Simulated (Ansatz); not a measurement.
# B3H3O3 (SMILES B1OBOBO1) at PBE-QIDH/6-31G(d) (spherical functions)

Aim: the electronic atomisation energy of B3H3O3 at PBE-QIDH/6-31G* (spherical functions), from 4 runs. 

Program for the calculation: Ansatz 0.2.0.

53 further runs of the same task are left out: 3 that didn't finish, 50 set aside as unsound or not needed.

### 1 The molecule

B3H3O3: 9 atoms, total charge 0, spin state singlet. SMILES: `B1OBOBO1`. The shape is that of a PBE0-D4/def2-TZVP optimisation. This is one conformer, not always the lowest.

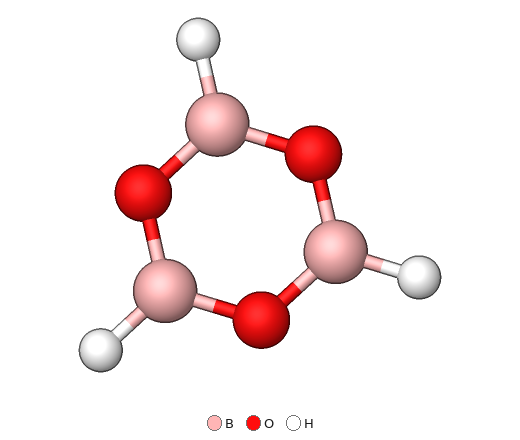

The structure, seen from a chosen angle (boron pink, oxygen red, hydrogen white).

### 2 The energy at PBE-QIDH/6-31G(d) (spherical functions)

molecule.yaml

```yaml
crystal:
  periodic: [false, false, false]
  atoms:
    - {symbol: B, position_ang: [1.301600, 0.115800, -0.424700]}
    - {symbol: O, position_ang: [0.612800, -1.053500, -0.624800]}
    - {symbol: B, position_ang: [-0.686900, -1.172700, -0.202300]}
    - {symbol: O, position_ang: [-1.297400, -0.115400, 0.423200]}
    - {symbol: B, position_ang: [-0.614800, 1.056900, 0.626900]}
    - {symbol: O, position_ang: [0.684600, 1.168900, 0.201600]}
    - {symbol: H, position_ang: [2.429300, 0.216200, -0.792600]}
    - {symbol: H, position_ang: [-1.281900, -2.188700, -0.377500]}
    - {symbol: H, position_ang: [-1.147300, 1.972500, 1.170100]}
basis:
  gaussian:
    orbitals: 6-31G_st_-spherical.json
magnetization:
  spin_polarized: false
hamiltonian:
  xc: {name: PBE-QIDH}
correlation:
  frozen_orbitals: {B: 1, H: 0, O: 1}
accuracy: high
output: {orbitals: {seedname: orbitals}}
```

The basis set 6-31G* is read from a file made from the Basis Set Exchange's data (not shown).

Command:

```
$ ansatz run molecule.yaml --threads 1 --pin off --max-ram 3480MiB --events-out events.jsonl --progress --plain --runs-dir runs
```

Output:

```text
Warning: RAYON_NUM_THREADS=1 ignored (pool sized by the plan → 1); use --threads N
Functional definition: PBE-QIDH
  name "PBE-QIDH"
  parameter a = 3^(-1/3)
  parameter c = 1/3
  exchange = (1 - a)*pbe_x + a*exact_x
  correlation = (1 - c)*pbe_c + c*(mp2_os + mp2_ss)
2137 factors; integrals over basis functions are off by at most 2.8e-9 eV
mean field evaluation 1: about -8201.5209 eV, gradient 4.9e1 eV
mean field evaluation 2: about -8201.5801 eV, gradient 4.9e1 eV
mean field evaluation 4: about -8205.8396 eV, gradient 2.2e0 eV
mean field evaluation 8: about -8205.8625 eV, gradient 6.5e-2 eV
mean field evaluation 16: about -8205.8625 eV, gradient 4.9e-6 eV
mean field -8205.86254830 eV, -301.5598865168 hartree, gradient 8.7e-8 eV, S^2 0.000000; 0 other end points of the search recorded, 0 dependent functions left out
6 core orbitals not correlated: weight in the atoms' cores, before any rotation towards them, 1.000 or more for the frozen orbitals, at most 0.000 for the correlated occupied ones
reference -8205.86254917 eV, -301.5598865485 hartree; 15, 15 occupied and 69, 69 virtual orbitals, 2137 factors
second order -22.53311178 eV of doubles, -0.00000000 eV of singles
Total energy: -8213.37358643 eV, -301.8359120767 hartree
```

Wall time 12 s (1 thread of Arm Neoverse V1, shared host); peak memory 0.31 GiB.

### 3 The B atom at the same level

job.yaml

```yaml
crystal:
  periodic: [false, false, false]
  atoms:
    - {symbol: B, position_ang: [0.000000, 0.000000, 0.000000]}
basis:
  gaussian: {orbitals: 6-31G_st_-spherical.json}
magnetization: {spin_polarized: true, initial_magnetization: 1}
hamiltonian: {xc: {name: PBE-QIDH}}
correlation: {frozen_orbitals: {B: 1}}
accuracy: high
```

The basis set 6-31G* is read from a file made from the Basis Set Exchange's data (not shown).

Run the same way, it converges to -24.60128 Eh (log not shown).

### 4 The H atom at the same level

job.yaml

```yaml
crystal:
  periodic: [false, false, false]
  atoms:
    - {symbol: H, position_ang: [0.000000, 0.000000, 0.000000]}
basis:
  gaussian:
    orbitals: "6-31G*"
correlation:
  frozen_orbitals: {H: 0}
hamiltonian:
  xc: {name: PBE-QIDH}
magnetization:
  spin_polarized: true
  initial_magnetization: 1
accuracy: high
```

Command:

```
$ ansatz run job.yaml --threads 1 --pin off --max-ram 3480MiB --events-out events.jsonl --progress --plain --runs-dir runs
```

Output, cut to the lines that bear on the results:

```text
Warning: RAYON_NUM_THREADS=1 ignored (pool sized by the plan → 1); use --threads N
[... 6 set-up lines as earlier in the session ...]
3 factors; integrals over basis functions are off by at most 5.4e-10 eV
mean field evaluation 1: about -13.5976 eV, gradient 1.1e0 eV
mean field evaluation 2: about -13.5974 eV, gradient 1.1e0 eV
mean field evaluation 4: about -13.6089 eV, gradient 2.2e-4 eV
mean field evaluation 8: about -13.6089 eV, gradient 2.0e-8 eV
mean field -13.60885662 eV, -0.5001162562 hartree, gradient 8.0e-8 eV, S^2 0.750000; 0 other end points of the search recorded, 0 dependent functions left out
reference -13.60885711 eV, -0.5001162743 hartree; 1, 0 occupied and 1, 2 virtual orbitals, 3 factors
second order 0.00000000 eV of doubles, -0.00000000 eV of singles
Total energy: -13.60885711 eV, -0.5001162743 hartree
```

It took 0.12 s on 1 thread of Arm Neoverse V1, shared host.

### 5 The O atom

run.yaml

```yaml
crystal:
  periodic: [false, false, false]
  atoms:
    - {symbol: O, position_ang: [0.000000, 0.000000, 0.000000]}
basis:
  gaussian: {orbitals: 6-31G_st_-spherical.json}
magnetization: {spin_polarized: true, initial_magnetization: 2}
hamiltonian: {xc: {name: PBE-QIDH}}
correlation: {frozen_orbitals: {O: 1}}
accuracy: high
```

The basis set 6-31G* is read from a file made from the Basis Set Exchange's data (not shown).

Command:

```
$ ansatz run run.yaml --threads 1 --pin off --max-ram 3480MiB --events-out events.jsonl --progress --plain --runs-dir runs
```

Output, cut to the lines that bear on the results:

```text
Warning: RAYON_NUM_THREADS=1 ignored (pool sized by the plan → 1); use --threads N
[... 2 set-up lines as earlier in the session ...]
[...]
96 factors; integrals over basis functions are off by at most 1.3e-9 eV
[...]
mean field -2038.83687337 eV, -74.9258731231 hartree, gradient 1.6e-8 eV, S^2 2.003755; 0 other end points of the search recorded, 0 dependent functions left out
1 core orbitals not correlated: weight in the atoms' cores, before any rotation towards them, 1.000 or more for the frozen orbitals, at most 0.000 for the correlated occupied ones
reference -2038.83687356 eV, -74.9258731299 hartree; 4, 2 occupied and 9, 11 virtual orbitals, 96 factors
second order -2.86501948 eV of doubles, -0.00000000 eV of singles
Total energy: -2039.79188005 eV, -74.9609689712 hartree
```

Run time: 0.34 s. Hardware: 1 thread of Arm Neoverse V1, shared host.

### 6 Results

Level: PBE-QIDH/6-31G* (spherical functions), 6 core orbitals frozen.

| quantity | value |
| --- | --- |
| molecule: total energy | -301.83591 Eh |
| molecule: HOMO energy (SCF part's orbitals) | -12.16 eV |
| molecule: LUMO energy (SCF part's orbitals) | 1.97 eV |
| molecule: HOMO–LUMO gap (SCF part's orbitals) | 14.14 eV |
| B atom: total energy | -24.60128 Eh |
| B atom: ⟨S²⟩ | 0.753 |
| H atom: total energy | -0.50012 Eh |
| H atom: ⟨S²⟩ | 0.750 |
| O atom: total energy | -74.96097 Eh |
| O atom: ⟨S²⟩ | 2.004 |
| electronic atomisation energy | 44.866 eV |

In words: Taking the molecule apart into free atoms costs 44.87 eV (1035 kcal/mol), before zero-point energy and without spin-orbit coupling.
